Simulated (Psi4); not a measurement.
**UPBE0/aug-cc-pVDZ run of SiF3 (trifluorosilyl)**

Aim: the energy change on altering one bond length of SiF3 (trifluorosilyl) at UPBE0/aug-cc-pVDZ, from 2 runs. 

The results are computed with Psi4 1.11.

## Step 1: The system as given

The species is SiF3 (4 atoms), meant as a doublet with charge 0. SMILES: `F[Si](F)F`. The shape is that of a PBE0-D4/def2-TZVP optimisation.

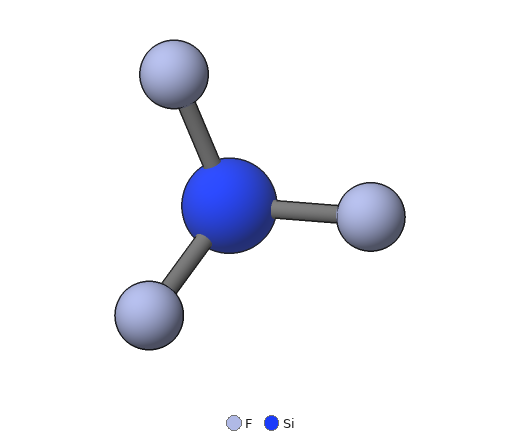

The structure, seen from a chosen angle (fluorine light blue, silicon blue).

## Step 2: Energy and forces at UPBE0/aug-cc-pVDZ

The input, f3si.json:

```json
{
  "schema_name": "qcschema_input",
  "schema_version": 1,
  "molecule": {
    "schema_name": "qcschema_molecule",
    "schema_version": 2,
    "symbols": ["F", "Si", "F", "F"],
    "geometry": [1.48315155, -0.95816673, 2.17639758, -0.53432006, 0.40262505, 0.44272504, -1.8788791, -1.68610813, -1.21762613, 0.93004761, 2.24164982, -1.40149648],
    "molecular_charge": 0,
    "molecular_multiplicity": 2,
    "fix_symmetry": "c1"
  },
  "driver": "gradient",
  "model": {
    "method": "pbe0",
    "basis": "aug-cc-pVDZ"
  },
  "keywords": {
    "reference": "uks",
    "puream": true,
    "e_convergence": 1e-09,
    "d_convergence": 1e-08,
    "scf_type": "pk",
    "dft_radial_points": 99,
    "dft_spherical_points": 590,
    "maxiter": 100
  }
}
```

Started as:

```console
$ psi4 --qcschema f3si.json -n 1 --memory 1600MB
```

stdout:

```text
[...]
  Running in c1 symmetry.
[...]
  Nuclear repulsion =  176.798451345898798
[...]
  Multiplicity = 2
[...]
  Nalpha       = 21
  Nbeta        = 20
[...]
    Number of basis functions: 96
[...]
   @UKS iter   1:  -588.64557486184037   -3.80087e-01   6.49681e-03 ADIIS/DIIS
[...]
   @UKS iter  11:  -588.77236239374224   -1.02318e-12   1.26393e-09 DIIS
[...]
   @S^2 Observed:                7.510942826E-01
[...]
    Orbital Energies [Eh]
    ---------------------
    Alpha Occupied:
       1A    -66.421155     2A    -24.825542     3A    -24.825525
       4A    -24.825518     5A     -5.477433     6A     -3.812391
       7A     -3.811566     8A     -3.811566     9A     -1.288211
      10A     -1.260452    11A     -1.260429    12A     -0.633309
      13A     -0.558384    14A     -0.558366    15A     -0.528308
      16A     -0.500411    17A     -0.500404    18A     -0.476083
      19A     -0.476064    20A     -0.459678    21A     -0.294084
    Alpha Virtual:
      22A      0.006146    23A      0.006166    24A      0.017221
      25A      0.023660    26A      0.075301    27A      0.075327
[...]
  @UKS Final Energy:  -588.77236239374224
   => Energetics <=
    Nuclear Repulsion Energy =            176.7984513458987976
    One-Electron Energy =               -1170.3822969633056346
    Two-Electron Energy =                 444.1700329409431447
    DFT Exchange-Correlation Energy =     -39.3585497172785495
    Empirical Dispersion Energy =           0.0000000000000000
    VV10 Nonlocal Energy =                  0.0000000000000000
    Total Energy =                       -588.7723623937422417
[...]
 Multipole Moments:
 ------------------------------------------------------------------------------------
     Multipole            Electronic (a.u.)      Nuclear  (a.u.)        Total (a.u.)
 ------------------------------------------------------------------------------------
 L = 1.  Multiply by 2.5417464519 to convert [e a0] to [Debye]
 Dipole X            :          0.0434693           -0.3567990           -0.3133297
 Dipole Y            :         -0.0329462            0.2688580            0.2359118
 Dipole Z            :         -0.0361556            0.2956353            0.2594797
 Magnitude           :                                                    0.4702761
[...]
  -Total Gradient:
     Atom            X                  Y                   Z
    ------   -----------------  -----------------  -----------------
       1       -0.021643273306     0.014614330255    -0.018032922726
       2        0.023631338026    -0.017838715172    -0.019605746941
       3        0.013899486151     0.022392937768     0.017858248918
       4       -0.015818421246    -0.019193023314     0.019827871696
[...]
```

The result, in JSON:

```text
{
 "driver": "gradient",
 "model": {
  "method": "pbe0",
  "basis": "aug-cc-pVDZ"
 },
 "success": true,
 "return_result": [-0.02164327330644876, 0.014614330255179837, -0.018032922726464923, 0.023631338026028237, -0.01783871517161155, -0.019605746940503377, 0.01389948615109915, 0.022392937767828566, 0.017858248918058768, -0.01581842124559931, -0.019193023313848423, 0.01982787169554992],
 "properties": {
  "calcinfo_nbasis": 96,
  "calcinfo_nmo": 96,
  "calcinfo_nalpha": 21,
  "calcinfo_nbeta": 20,
  "calcinfo_natom": 4,
  "nuclear_repulsion_energy": 176.7984513458988,
  "return_energy": -588.7723623937422,
  "return_gradient": [-0.02164327330644876, 0.014614330255179837, -0.018032922726464923, 0.023631338026028237, -0.01783871517161155, -0.019605746940503377, 0.01389948615109915, 0.022392937767828566, 0.017858248918058768, -0.01581842124559931, -0.019193023313848423, 0.01982787169554992],
  "scf_one_electron_energy": -1170.3822969633056,
  "scf_two_electron_energy": 444.17003294094314,
  "scf_xc_energy": -39.35854971727855,
  "scf_dipole_moment": [-0.31332974232139377, 0.2359118179978752, 0.2594796547345448],
  "scf_total_energy": -588.7723623937422,
  "scf_total_gradient": [-0.02164327330644876, 0.014614330255179837, -0.018032922726464923, 0.023631338026028237, -0.01783871517161155, -0.019605746940503377, 0.01389948615109915, 0.022392937767828566, 0.017858248918058768, -0.01581842124559931, -0.019193023313848423, 0.01982787169554992],
  "scf_iterations": 11
 }
}
```

Run time: 51 s. Hardware: 1 thread of Intel Xeon Platinum 8259CL at 2.50GHz (Skylake/Cascade Lake), shared host; peak memory 0.75 GiB.

## Step 3: The distorted shape, same level

The input, input.dat:

```
memory 1600 MB

molecule mol {
  0 2
  F      0.944990    -0.615055     1.289313
  Si    -0.282750     0.213060     0.234280
  F     -0.994260    -0.892250    -0.644340
  F      0.492160     1.186230    -0.741640
  units angstrom
  symmetry c1
}

set reference uks
set puream true
set e_convergence 1e-09
set d_convergence 1e-08
set scf_type pk
set dft_radial_points 99
set dft_spherical_points 590
set maxiter 100

gradient("pbe0/aug-cc-pVDZ")
```

Started as:

```console
$ psi4 input.dat output.dat -n 1
```

output.dat:

```text
[...]
  Running in c1 symmetry.
[...]
  Nuclear repulsion =  168.918896705818327
[...]
  Multiplicity = 2
[...]
  Nalpha       = 21
  Nbeta        = 20
[...]
    Number of basis functions: 96
[...]
   @UKS iter   1:  -588.62267356698146   -5.25763e-01   6.58396e-03 DIIS/ADIIS
[...]
   @UKS iter  13:  -588.75881616650622   -7.95808e-13   4.68360e-09 DIIS
[...]
   @S^2 Observed:                7.517053063E-01
[...]
    Orbital Energies [Eh]
    ---------------------
    Alpha Occupied:
       1A    -66.444031     2A    -24.840638     3A    -24.840618
       4A    -24.793469     5A     -5.495127     6A     -3.830529
       7A     -3.829661     8A     -3.828482     9A     -1.293386
      10A     -1.273908    11A     -1.197647    12A     -0.635742
      13A     -0.566094    14A     -0.537736    15A     -0.529815
      16A     -0.497920    17A     -0.489267    18A     -0.484130
      19A     -0.435805    20A     -0.430473    21A     -0.312836
    Alpha Virtual:
      22A     -0.010231    23A     -0.002676    24A      0.008761
      25A      0.021362    26A      0.059971    27A      0.067441
[...]
  @UKS Final Energy:  -588.75881616650622
   => Energetics <=
    Nuclear Repulsion Energy =            168.9188967058183266
    One-Electron Energy =               -1154.7090122173522104
    Two-Electron Energy =                 436.3238109208412538
    DFT Exchange-Correlation Energy =     -39.2925115758134638
    Empirical Dispersion Energy =           0.0000000000000000
    VV10 Nonlocal Energy =                  0.0000000000000000
    Total Energy =                       -588.7588161665062216
[...]
 Multipole Moments:
 ------------------------------------------------------------------------------------
     Multipole            Electronic (a.u.)      Nuclear  (a.u.)        Total (a.u.)
 ------------------------------------------------------------------------------------
 L = 1.  Multiply by 2.5417464519 to convert [e a0] to [Debye]
 Dipole X            :         -0.2135117           -0.4073187           -0.6208304
 Dipole Y            :          0.1399800            0.3029337            0.4429137
 Dipole Z            :         -0.2665800            0.2522222           -0.0143578
 Magnitude           :                                                    0.7627641
[...]
  -Total Gradient:
     Atom            X                  Y                   Z
    ------   -----------------  -----------------  -----------------
       1        0.046387100362    -0.031213600242     0.041157011158
       2       -0.043609480089     0.027712287112    -0.073286377360
       3        0.011817816801     0.020338928747     0.015191553310
       4       -0.014698700187    -0.016761204385     0.016929440600
[...]
```

Run time: 53 s. Hardware: 1 thread of Intel Xeon Platinum 8259CL at 2.50GHz (Skylake/Cascade Lake), shared host; peak memory 0.73 GiB.

## Step 4: Outcome

At UPBE0/aug-cc-pVDZ:

```
                                                          quantity          value
                                         first shape: total energy  -588.77236 Eh
                                        first shape: dipole moment         1.20 D
                   first shape: HOMO energy (highest over α and β)       -8.00 eV
                    first shape: LUMO energy (lowest over α and β)       -3.58 eV
                                                 first shape: ⟨S²⟩          0.751
                             first shape: largest force on an atom     1.826 eV/Å
                                     distorted shape: total energy  -588.75882 Eh
                                    distorted shape: dipole moment         1.94 D
               distorted shape: HOMO energy (highest over α and β)       -8.51 eV
                distorted shape: LUMO energy (lowest over α and β)       -4.21 eV
                                             distorted shape: ⟨S²⟩          0.752
                         distorted shape: largest force on an atom     4.611 eV/Å
energy change with the F1–Si2 bond stretched from 1.581 to 1.818 Å       0.369 eV
```

In words: With the F1–Si2 bond stretched from 1.581 to 1.818 Å the energy rises by 0.37 eV (35.6 kJ/mol). The first shape isn't relaxed at this level, so the change isn't measured from a minimum. The largest force (first shape) is 1.83 eV/Å: the shape isn't a stationary point for this species at this level.
